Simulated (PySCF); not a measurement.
## Electronic structure of C$_{2}$H$_{9}$FSSi$_{2}$ in real space

```yaml
atoms:
  - { symbol: C, position_ang: [3.2081, 0.1130, 0.9480] }
  - { symbol: Si, position_ang: [1.6409, -0.6262, 0.1971] }
  - { symbol: S, position_ang: [0.0194, 0.5439, 1.0234] }
  - { symbol: Si, position_ang: [-1.6988, -0.3203, 0.0950] }
  - { symbol: C, position_ang: [-3.1492, 0.8699, 0.2510] }
  - { symbol: F, position_ang: [-1.3668, -0.5265, -1.4749] }
  - { symbol: H, position_ang: [4.0805, -0.4672, 0.6649] }
  - { symbol: H, position_ang: [3.1517, 0.1308, 2.0326] }
  - { symbol: H, position_ang: [3.3613, 1.1349, 0.6125] }
  - { symbol: H, position_ang: [1.5994, -0.5028, -1.2557] }
  - { symbol: H, position_ang: [1.4188, -2.0115, 0.6111] }
  - { symbol: H, position_ang: [-1.9224, -1.6770, 0.5591] }
  - { symbol: H, position_ang: [-2.9180, 1.8301, -0.2026] }
  - { symbol: H, position_ang: [-4.0270, 0.4665, -0.2444] }
  - { symbol: H, position_ang: [-3.4022, 1.0503, 1.2904] }
```

Geometry: GFN2-xTB.

Method: PBE0/pcSseg-1, SCF density, gas phase, non-relativistic in PySCF.

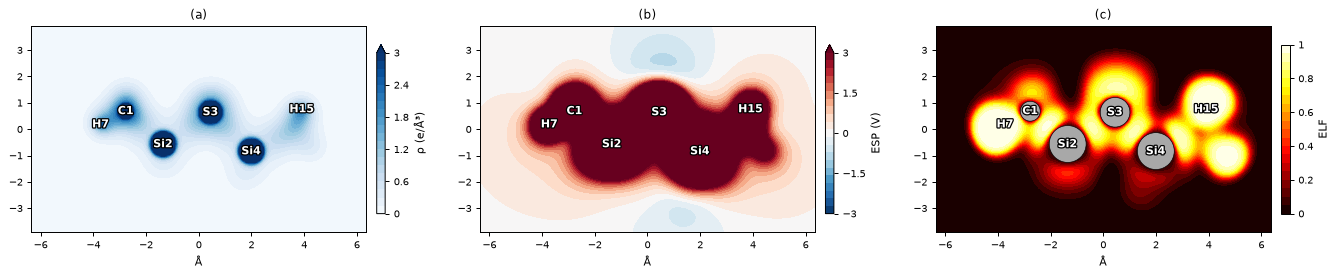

Figure 1. (a) electron density; (b) electrostatic potential; (c) electron localisation function on the plane of atoms Si2, S3 and Si4. Grey discs cover the atomic cores in the ELF map.

**What do the fields say about this system?**

The plane passes through C, Si, S and H nuclei. C–Si (1.89 Å): the density is about 0.93 e/Å³ at the midpoint; the ELF peaks at about 0.95 between the atoms, as expected for a covalent bond. Si–S (2.14 Å): ρ at the midpoint is about 0.85 e/Å³; the ELF peaks at about 0.90 between the atoms (a covalent bond). C–H (1.09 Å): ρ is about 1.9 e/Å³ halfway; the ELF climbs to about 1 towards the hydrogen, as it does in any bond to H (a covalent bond by its length). The ELF also peaks beside S3, away from the bonds: lone-pair regions. Outside the dense part of the molecule the potential is most negative (−0.8 V) near S3.

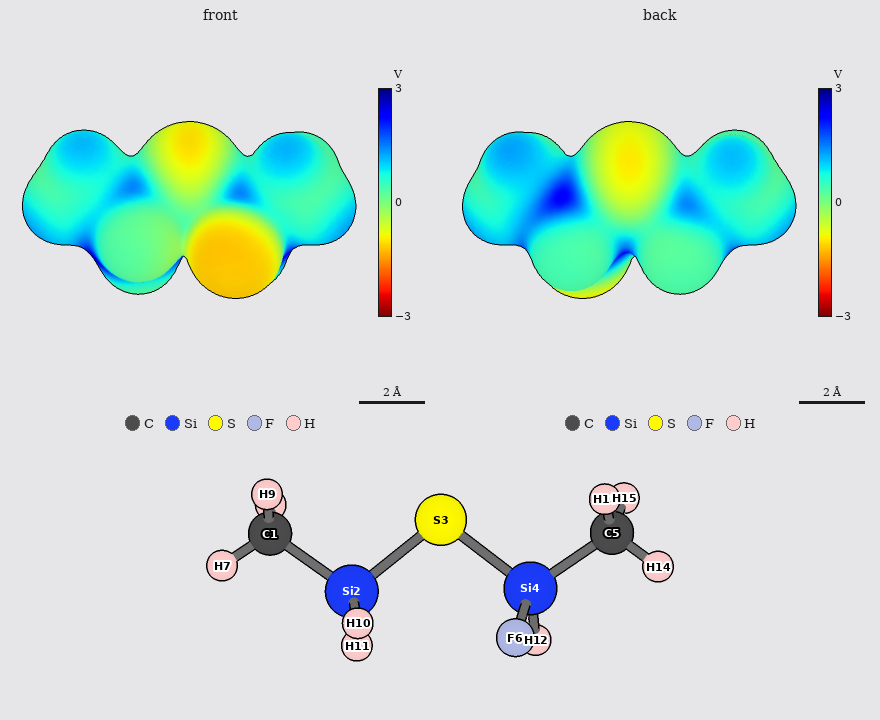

Figure 2. The molecular electrostatic potential painted on the density surface at 0.004 e/bohr³, seen from the front and from behind; the colour scale runs from red (negative) to blue (positive). The bare structure is drawn below in the same view.

**Which sites attract a positive test charge, and which a negative one?**

A positive charge is drawn to the negative regions and a negative charge to the positive ones. The most negative region (about −1.2 V) lies over F6, the most positive (about +2.2 V) over Si2 and Si4.

**How polar is the molecule by this calculation?**

Its dipole moment is 0.72 D.
